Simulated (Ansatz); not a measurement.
# YNbSe4: a trial structure relaxed, part 1 of 2

Where does this trial cell of YNbSe4 go when cell and atoms are let free?

Computed with Ansatz 0.2.0 (DFT PBE, scalar-relativistic, plane waves, PAW, unless a step's input says otherwise).

1 further run of the same task is left out (set aside as unsound or not needed).

**1. The structure to begin with**

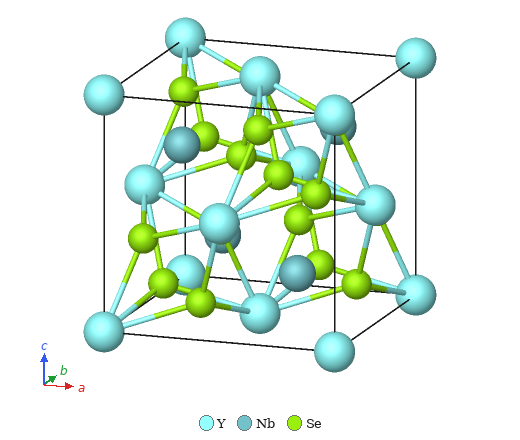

Start, viewed slightly off an axis; yttrium light teal, niobium teal, selenium green. Atoms on the faces are drawn again on the opposite ones. The cell drawn here is the conventional one.

Coordinates:

```
CELL_PARAMETERS angstrom
0.00000 4.25892 4.25892
4.25892 0.00000 4.25892
4.25892 4.25892 0.00000
ATOMIC_POSITIONS crystal
Y 0.00000 0.00000 0.00000
Nb 0.25000 0.25000 0.25000
Se 0.62515 0.62515 0.12455
Se 0.62515 0.62515 0.62515
Se 0.12455 0.62515 0.62515
Se 0.62515 0.12455 0.62515
```

The cell is invented: species swapped into a database cell of YHoCo4 (F-43m, No. 216), with Nb on the Y sites, Y on the Ho sites and Se on the Co sites. Lengths come from tabulated atomic sizes and are only a guess.

**2. A first look at the guess**

input.yaml reads:

```yaml
crystal:
  lattice:
    - [0.0, 4.25891513, 4.25891513]
    - [4.25891513, 0.0, 4.25891513]
    - [4.25891513, 4.25891513, 0.0]
  atoms:
    - { symbol: "Y", position: [0.0, 0.0, 0.0] }
    - { symbol: Nb, position: [0.25, 0.25, 0.25] }
    - { symbol: Se, position: [0.62514974, 0.62514974, 0.12455079] }
    - { symbol: Se, position: [0.62514974, 0.62514974, 0.62514974] }
    - { symbol: Se, position: [0.12455079, 0.62514974, 0.62514974] }
    - { symbol: Se, position: [0.62514974, 0.12455079, 0.62514974] }
basis:
  ecutwfc: 420
kpoints:
  mp_grid: { grid: [4, 4, 4] }
hamiltonian:
  xc: pbe
scf:
  occupations: { method: gaussian, width: 0.1 }
  lower_state_search: "off"
output:
  forces: true
  stress: true
  eigenvalues: true
```

Run with:

```console
> ansatz run input.yaml --threads 1 --pin off --max-ram 2048MiB --backend cpu --events-out ev --progress --plain --runs-dir out
```

Standard output, cut to the lines that bear on the results:

```text
[...]
SCF converged after 7 iterations
Free energy (F): -30273.870696 eV
[...]
E sigma→0 (E₀):  -30273.844792 eV
Entropy (-TS):   -0.051807 eV (-8.635 meV/atom)
Fermi energy:    9.988652 eV
[...]
--- Forces (eV/Å), atoms counted from 1 ---
  atom   1  Y      0.00000000    -0.00000000    -0.00000000
  atom   2  Nb    -0.00000000     0.00000000    -0.00000000
  atom   3  Se     0.07373201     0.07373201    -0.07373201
  atom   4  Se    -0.07373201    -0.07373201    -0.07373201
  atom   5  Se    -0.07373201     0.07373201     0.07373201
  atom   6  Se     0.07373201    -0.07373201     0.07373201
[...]
--- Stress (GPa, compression-positive) ---
       -8.510272       0.000000       0.000000
       -0.000000      -8.510272      -0.000000
        0.000000      -0.000000      -8.510272
  P = ⅓ Tr σ = -8.5103 GPa (-85.103 kbar)
--- Band table (eV; the first three rows and the last of 8) ---
[...]
```

Run time: 4.2 s. Hardware: 1 thread of Arm Neoverse V2, shared host; peak memory 0.4 GiB.

From the probe: pressure -8.5 GPa, largest force 0.13 eV/Å, gap on this mesh none (metal). A cheap, loose relaxation comes first.

**3. Coarse relaxation**

input.yaml, as its differences from that of step 2:

```diff
@@ -25 +25,9 @@
   eigenvalues: true
+  populations: true
+magnetization:
+  spin_polarized: true
+relax:
+  adjacent_minimum: "off"
+  f_tol: 0.04
+  max_steps: 70
+  cell: { stress_tol: 0.4 }
```

Run with:

```console
> ansatz run input.yaml --threads 1 --pin off --max-ram 2048MiB --backend cpu --events-out ev --progress --plain --runs-dir out
```

Standard output:

```text
Warning: RAYON_NUM_THREADS=1 ignored (pool sized by the plan → 1); use --threads N
Engine: ansatz 0.2.0, aarch64-unknown-linux-gnu
Pseudopotentials: kind: paw
Pseudopotential: Y, paw, valence charge 11, recommended cutoff 420 eV (normal), Y.paw.azcp
Pseudopotential: Nb, paw, valence charge 13, recommended cutoff 420 eV (normal), Nb.paw.azcp
Pseudopotential: Se, paw, valence charge 16, recommended cutoff 420 eV (normal), Se.paw.azcp
Functional definition: PBE
  parameter kappa = 0.804
  parameter beta = 0.06672455060314922
  exchange = pbe_x(kappa = kappa, mu = beta*pi^2/3)
  correlation = pbe_c(beta = beta)
Crystal: 6 atoms, lattice volume = 154.499 Å³
Basis set: ecut = 420 eV, 2975 PW (Γ), exchange–correlation on 90×90×90 points (8 copies of the dense FFT grid, shifted against one another)
Bands: 53, of which v1, the nominal top of the filled ones, is band 44 counted from 1 (43 counted from 0)
Symmetry: 24 space group operations
Space group: F-43m (ITA 216), of the structure as read, at distance tolerance 5.4e-5 Å
k-points: 8 of 64 (time reversal used)
Non-local potential: Y, projectors of the file, l = 0: 3, l = 1: 2, l = 2: 2, l = 3: 1
Non-local potential: Nb, projectors of the file, l = 0: 3, l = 1: 2, l = 2: 2, l = 3: 1
Non-local potential: Se, projectors of the file, l = 0: 2, l = 1: 2, l = 2: 3, l = 3: 1
PAW form: soft (Blöchl's): semilocal exchange-correlation on the pseudo side does not see the compensation charge
PAW one-centre angular grid: Y, 590 points (default); XC on 64 Gauss nodes
PAW one-centre angular grid: Nb, 590 points (default); XC on 64 Gauss nodes
PAW one-centre angular grid: Se, 590 points (default); XC on 64 Gauss nodes
Initial density: superposition of atomic densities (chi_scale 0.1, normalization cell, long waves kept (reshape's long-wave potential 0.01 eV rms))
Initial wavefunctions: pseudopotential atomic-orbital guess
Functional: x = pbe(κ = 0.804, μ = 0.2195149727645171), c = pbe(β = 0.06672455060314922)
SCF iter   1: F=—  HF=-30281.558209 eV  |F-HF|=—  |Δ(HF+E_count)|=         —  Δρ=5.27e-2 (↑5.27e-2 ↓5.27e-2)  dr2=6.67e1  dr2_m=0.00e0  M=0.000 μB ∫|m|=0.000 μB  β_m=0.30  ethr=3.10e-3  ⟨swp⟩=5.4  Hψ=1288  notcnv=0
preconditioner: auto → Kerker (q_TF=auto, 2.484 Å⁻¹)  [metal: Δε(μ)=0.130 eV  Ē_g=5.587 eV  σ=0.100 eV  W_gap=0.50  n_scr=50 (ndim 8)  ℏωp=16.9 eV  f_vac=0.000  D(μ)=6.76/eV (n_scr^D=58)]
spin=Collinear: Kerker preconditioning applied to the charge; magnetization (m = ρ↑ − ρ↓) channel mixes plain (no charge-response kernel on spin).
SCF iter   2: F=—  HF=-30275.841003 eV  |F-HF|=—  |Δ(HF+E_count)|=    5.72e0  Δρ=2.49e-2 (↑2.49e-2 ↓2.49e-2)  dr2=1.37e1  dr2_m=0.00e0  M=0.000 μB ∫|m|=0.000 μB  β_m=0.34  ethr=3.10e-3  ⟨swp⟩=3.0  Hψ=729  notcnv=0  defer=17
SCF iter   3: F=—  HF=-30274.410679 eV  |F-HF|=—  |Δ(HF+E_count)|=    1.43e0  Δρ=1.22e-2 (↑1.22e-2 ↓1.22e-2)  dr2=3.22e0  dr2_m=0.00e0  M=0.000 μB ∫|m|=0.000 μB  β_m=0.39  ethr=3.10e-3  ⟨swp⟩=2.2  Hψ=540  notcnv=0  defer=16
SCF iter   4: F=—  HF=-30269.002183 eV  |F-HF|=—  |Δ(HF+E_count)|=    5.41e0  Δρ=5.57e-2 (↑5.57e-2 ↓4.46e-2)  dr2=1.47e0  dr2_m=3.47e0  M=9.000 μB ∫|m|=9.119 μB  ethr=3.10e-3  ⟨swp⟩=2.8  Hψ=537  notcnv=0  defer=16
Mixer restart at iter 4: flushing history
SCF iter   5: F=—  HF=-30273.775676 eV  |F-HF|=—  |Δ(HF+E_count)|=         —  Δρ=2.11e-2 (↑1.84e-2 ↓2.11e-2)  dr2=1.02e0  dr2_m=4.41e-1  M=5.262 μB ∫|m|=5.302 μB  β_m=0.39  ethr=1.67e-3  ⟨swp⟩=4.4  Hψ=1856  notcnv=0  defer=24
SCF iter   6: F=—  HF=-30273.986543 eV  |F-HF|=—  |Δ(HF+E_count)|=   2.11e-1  Δρ=1.61e-2 (↑1.42e-2 ↓1.61e-2)  dr2=1.68e-1  dr2_m=2.94e-1  M=4.639 μB ∫|m|=4.664 μB  β_m=0.58  ethr=1.16e-3  ⟨swp⟩=2.1  Hψ=1053  notcnv=0  defer=38
SCF iter   7: F=—  HF=-30274.200711 eV  |F-HF|=—  |Δ(HF+E_count)|=   2.14e-1  Δρ=8.29e-3 (↑7.29e-3 ↓8.29e-3)  dr2=4.03e-2  dr2_m=7.87e-2  M=4.395 μB ∫|m|=4.467 μB  β_m=0.79  ethr=1.91e-4  ⟨swp⟩=2.4  Hψ=1265  notcnv=0  defer=39
SCF iter   8: F=—  HF=-30274.286753 eV  |F-HF|=—  |Δ(HF+E_count)|=   8.60e-2  Δρ=1.98e-3 (↑1.98e-3 ↓8.22e-4)  dr2=2.10e-2  dr2_m=1.69e-3  M=4.320 μB ∫|m|=4.537 μB  β_m=0.72  ethr=4.58e-5  ⟨swp⟩=2.2  Hψ=1492  notcnv=0  defer=40
SCF iter   9: F=—  HF=-30274.283691 eV  |F-HF|=—  |Δ(HF+E_count)|=   3.06e-3  Δρ=1.10e-3 (↑1.10e-3 ↓5.50e-4)  dr2=6.94e-3  dr2_m=6.01e-4  M=4.308 μB ∫|m|=4.549 μB  β_m=0.81  ethr=2.38e-5  ⟨swp⟩=2.0  Hψ=1356  notcnv=0  defer=40
SCF iter  10: F=—  HF=-30274.283771 eV  |F-HF|=—  |Δ(HF+E_count)|=   8.04e-5  Δρ=4.78e-4 (↑4.78e-4 ↓2.33e-4)  dr2=9.39e-4  dr2_m=1.03e-4  M=4.311 μB ∫|m|=4.557 μB  β_m=0.90  ethr=7.88e-6  ⟨swp⟩=2.0  Hψ=922  notcnv=0  defer=40
SCF iter  11: F=—  HF=-30274.283738 eV  |F-HF|=—  |Δ(HF+E_count)|=   3.33e-5  Δρ=1.28e-4 (↑1.28e-4 ↓8.13e-5)  dr2=6.83e-5  dr2_m=8.78e-6  M=4.312 μB ∫|m|=4.567 μB  β_m=0.93  ethr=1.07e-6  ⟨swp⟩=2.0  Hψ=892  notcnv=0  defer=40
SCF iter  12: F=—  HF=-30274.283823 eV  |F-HF|=—  |Δ(HF+E_count)|=   8.50e-5  Δρ=1.71e-5 (↑1.71e-5 ↓1.70e-5)  dr2=1.09e-6  dr2_m=1.19e-7  M=4.312 μB ∫|m|=4.568 μB  β_m=0.97  ethr=7.76e-8  ⟨swp⟩=1.9  Hψ=962  notcnv=0  defer=43
iter 13 did not close the SCF: its close was put off for a magnetic moment that had not settled (scf_convergence_deferred on its scf_iter line)
SCF iter  13: F=-30274.283824 eV  HF=-30274.283824 eV  |F-HF|=3.71e-8  |Δ(HF+E_count)|=   5.41e-7  Δρ=3.85e-6 (↑3.69e-6 ↓3.85e-6)  dr2=4.05e-8  dr2_m=1.01e-8  M=4.312 μB ∫|m|=4.568 μB  β_m=0.98  ethr=1.14e-10  ⟨swp⟩=6.6  Hψ=3710  notcnv=0
iter 14 did not close the SCF: its close was put off until two iterations running show no level that it waits for move by more than its bar (scf_convergence_deferred on its scf_iter line)
SCF iter  14: F=-30274.283824 eV  HF=-30274.283824 eV  |F-HF|=3.10e-9  |Δ(HF+E_count)|=   5.38e-8  Δρ=1.17e-6 (↑1.11e-6 ↓1.17e-6)  dr2=3.39e-9  dr2_m=1.22e-9  M=4.312 μB ∫|m|=4.568 μB  β_m=0.99  ethr=4.60e-11  ⟨swp⟩=1.6  Hψ=2383  notcnv=0
SCF iter  15: F=-30274.283824 eV  HF=-30274.283824 eV  |F-HF|=1.38e-10  |Δ(HF+E_count)|=   5.01e-9  Δρ=2.72e-7 (↑2.72e-7 ↓1.81e-7)  dr2=4.03e-10  dr2_m=2.76e-11  M=4.312 μB ∫|m|=4.568 μB  ethr=3.85e-12  ⟨swp⟩=1.5  Hψ=2181  notcnv=0
SCF 1 converged in 15 iterations: F = -30274.283824 eV  dr2 = 4.03e-10
relax step   1: F+E_penalty+E_count = -30274.28382367 eV  Δ(F+E_penalty+E_count) = +0.000e0 eV  max|allowed force component| = 8.634e-2 eV/Å  Δτ_max = 0.0000 Å  P = -6.066 GPa  Ω = 154.499 Å³  (15 SCF iters, dr2 threshold 1.00e-7 eV, accepted)
[... 22 lines left out ...]
relax step   2: F+E_penalty+E_count = -30274.70856227 eV  Δ(F+E_penalty+E_count) = -4.247e-1 eV  max|allowed force component| = 1.303e-1 eV/Å  Δτ_max = 0.0189 Å  P = -0.148 GPa  Ω = 132.950 Å³  energy of the carried Pulay correction = +1.439e-3 eV  (12 SCF iters, dr2 threshold 6.00e-7 eV, accepted)
[... 17 lines left out ...]
relax step   3: F+E_penalty+E_count = -30274.70935999 eV  Δ(F+E_penalty+E_count) = -7.977e-4 eV  max|allowed force component| = 1.221e-1 eV/Å  Δτ_max = 0.0248 Å  P = +0.247 GPa  Ω = 132.003 Å³  energy of the carried Pulay correction = +1.508e-3 eV  (9 SCF iters, dr2 threshold 6.00e-7 eV, accepted)
[... 16 lines left out ...]
relax step   4: F+E_penalty+E_count = -30274.71443176 eV  Δ(F+E_penalty+E_count) = -5.072e-3 eV  max|allowed force component| = 5.884e-6 eV/Å  Δτ_max = 0.0118 Å  P = +0.008 GPa  Ω = 132.518 Å³  energy of the carried Pulay correction = +1.470e-3 eV  (8 SCF iters, dr2 threshold 6.00e-7 eV, accepted)
[... 11 lines left out ...]
relax step   5: F+E_penalty+E_count = -30274.71300051 eV  Δ(F+E_penalty+E_count) = +1.431e-3 eV  max|allowed force component| = 4.914e-6 eV/Å  Δτ_max = 0.0000 Å  P = +0.008 GPa  Ω = 132.518 Å³  stress off target by 7.59e-3 GPa  SCF on the basis re-selected at this cell (its energy is not comparable with the rows above)  (5 SCF iters)
basis re-selected at this cell: Δ(F+E_penalty+E_count) = +1.431e-3 eV, ΔP = -0.000 GPa vs the last step (what re-selecting the basis moved, of the pressure what is left beyond the Pulay correction that the steps carried, after the strain that the cell walked since its last selection, with what the two solves' SCF thresholds leave and, on support functions, any second-order correction that the steps lacked; it is no measure of the basis error at this ecutwfc). The dense FFT grid was sized anew with the basis: this SCF ran on 40×40×40 points, the steps before it on 45×45×45, so part of this shift can come from that change (see relax.cell in the input reference). This SCF's stress stands 7.59e-3 GPa from its target on what of the cell is left free (relax.cell.stress_tol is 4.00e-1 GPa) and its largest allowed force component is 4.91e-6 eV/Å (relax.f_tol is 4.00e-2 eV/Å): within both
SCF converged after 5 iterations
Magnetization: 2.6337 μB (45.3168 up, 42.6832 down)
Absolute magnetization: 2.8196 μB (∫|ρ↑−ρ↓|, with the PAW one-centre terms)
Spin contamination: 0.1371 ħ² per cell (⟨S²⟩ above its minimum at these occupations)
Per-site moments (μB) at R_I (Å): [(0.1539701418782125, 1.3842668990900076), (1.853221091583047, 1.3837702271115877), (0.00941522186467286, 1.1779647891308709), (0.009415221864672814, 1.1779647891308707), (0.009415221864672647, 1.1779647891308707), (0.00941522186467292, 1.1779647891308707)]
Free energy (F): -30274.713001 eV
Harris-Foulkes:  -30274.713001 eV  (|F-HF|=1.67e-9)
Internal energy: -30274.683097 eV  (E = F + TS)
E sigma→0 (E₀):  -30274.698049 eV
Entropy (-TS):   -0.029904 eV (-4.984 meV/atom)
Fermi energy:    12.412387 eV
--- Per-component energies (eV) ---
  E_band       = -1572.500737
  E_kinetic    = 1165.807535
  E_local      = -10541.891785  (includes V_loc(G=0)·N_el)
  E_nonlocal   = -2204.011434
  E_hartree    = 5050.031172
  E_xc         = -762.881065
  E_vxc        = -801.098584  (∫ρ·V_xc dr)
  E_paw        = -13547.347106  (= ΣΔE_a)
  E_vpaw       = 708.629929  (= ΣTr[D̂ρ^β])
  E_aug_tail   = -0.002354  (compensation charges beyond the density's cutoff)
  E_ewald      = -9434.388060
  E_smearing   = -0.029904  (= −TS)
  E_closure    = -0.000000  (closes the sum)
  Σ components = -30274.713001   (vs F -30274.713001, Δ=0.00e0)
--- Forces (eV/Å), atoms counted from 1 ---
  atom   1  Y      0.00000000    -0.00000000    -0.00000000
  atom   2  Nb    -0.00000000     0.00000000     0.00000000
  atom   3  Se    -0.00000491    -0.00000491     0.00000491
  atom   4  Se     0.00000491     0.00000491     0.00000491
  atom   5  Se     0.00000491    -0.00000491    -0.00000491
  atom   6  Se    -0.00000491     0.00000491    -0.00000491
  max |Σ_I F_I| component: 3.51e-17 eV/Å
--- Stress (GPa, compression-positive) ---
        0.007590       0.000000       0.000000
        0.000000       0.007590       0.000000
        0.000000       0.000000       0.007590
  P = ⅓ Tr σ = 0.0076 GPa (0.076 kbar)
--- Band table (eV; the first three rows and the last of 16) ---
  k-point 0 ↑: bands = ["-43.5430", "-36.3714", "-36.3547", "-36.3547", "-36.3547", "-36.3362", "-36.3362", "-36.3318", "-36.3318", "-36.3318", "-36.3153", "-36.3153", "-36.3153", "-36.2434", "-36.2434", "-36.2434", "-36.2414", "-36.2414", "-36.2376", "-36.2376", "-36.2376", "-31.2237", "-19.6691", "-19.6691", "-19.6691", "-11.1899", "-11.1899", "-11.1899", "-3.8965", "-0.2227", "-0.2227", "-0.2227", "4.1553", "6.3117", "6.3117", "6.3117", "7.2242", "7.2242", "10.5197", "11.6446", "11.6446", "11.6446", "13.0284", "13.0284", "13.1372", "13.1372", "13.1372", "13.9798", "13.9798", "13.9798", "14.8994", "14.8994", "14.8994"]
[... 3 lines left out ...]
--- Relaxed structure (4 steps of the walk, 4 accepted, 1 SCFs on fresh bases) ---
  F+E_penalty+E_count = -30274.71300051 eV   max|allowed force component| = 4.914e-6 eV/Å   (the final SCF, on the basis selected at the relaxed cell)
  cell:  # Å, volume = 132.5178 Å³
    - [-4.3575527416680896e-33, 4.04651716770076, 4.04651716770076]
    - [4.04651716770076, -3.248804212065109e-33, 4.04651716770076]
    - [4.04651716770076, 4.04651716770076, -7.019379390636415e-33]
  atoms:
    - { symbol: Y, position: [1.8668641400140648e-19, -2.8851536709308306e-19, -5.0914476545837585e-20] }
    - { symbol: Nb, position: [0.24999999999999994, 0.24999999999999994, 0.24999999999999994] }
    - { symbol: Se, position: [0.6247532819674089, 0.6247532819674089, 0.1257401540977734] }
    - { symbol: Se, position: [0.624753281967409, 0.6247532819674088, 0.6247532819674089] }
    - { symbol: Se, position: [0.12574015409777362, 0.6247532819674088, 0.6247532819674089] }
    - { symbol: Se, position: [0.6247532819674089, 0.12574015409777345, 0.6247532819674089] }
--- Löwdin populations: 6 sites ---
  site symbol       q [e]    m [muB]
     0      Y     10.5283     0.2522
     1     Nb     12.8019     2.2515
     2     Se     16.0670     0.0099
     3     Se     16.0670     0.0099
     4     Se     16.0670     0.0099
     5     Se     16.0670     0.0099
  spilling = 0.004564 (of n_electrons = 88.000000)
```

Run time: 62 s. Hardware: 1 thread of Arm Neoverse V2, shared host; peak memory 0.48 GiB.

Relaxation path:

```
step  energy from step 1 (eV/cell)  largest force component (eV/Å)  pressure (GPa)  volume (Å³)
   1                        0.0000                          0.0863           -6.07       154.50
   2                       -0.4247                          0.1303           -0.15       132.95
   3                       -0.4255                          0.1221            0.25       132.00
   4                       -0.4306                          0.0000            0.01       132.52
   5                       -0.4292                          0.0000            0.01       132.52
```

Step 1 is the start. Step 5 repeats the geometry before it on a plane-wave basis chosen anew for that cell, so its energy need not be comparable with the rows above.

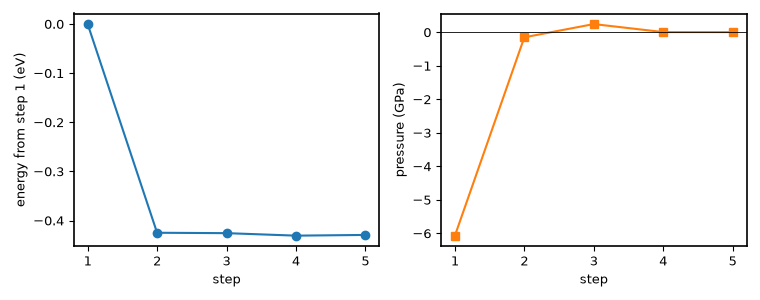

Energy and pressure along the relaxation.

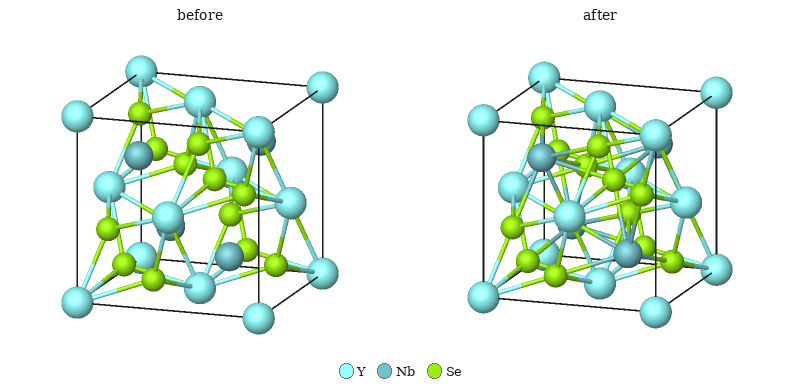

The structure before (left) and after (right) the relaxation, drawn at the same scale.

Lengths and angles in the start's conventional setting:

|  | before | after | change |
| --- | --- | --- | --- |
| a (Å) | 8.518 | 8.093 | -5.0 % |
| b (Å) | 8.518 | 8.093 | -5.0 % |
| c (Å) | 8.518 | 8.093 | -5.0 % |
| volume (Å³/atom) | 25.75 | 22.09 | -14.2 % |
| shortest distance (Å) | 3.008 | 2.856 | -5.1 % |
| space group (0.01 Å) | F-43m | F-43m | same |

Forces and stress were held to the start's 24 operations: a distortion of lower symmetry was not tested.

By site:

| atom | moment in the atom's sphere (μB) | Löwdin electrons |
| --- | --- | --- |
| Y1 | 0.15 | 10.53 |
| Nb2 | 1.85 | 12.80 |
| Se3 | 0.01 | 16.07 |
| Se4 | 0.01 | 16.07 |
| Se5 | 0.01 | 16.07 |
| Se6 | 0.01 | 16.07 |

The Löwdin counts miss 0.40 of the 88 electrons, which the atomic orbitals do not span, so they are no charges.

(Continued in part 2 of 2.)
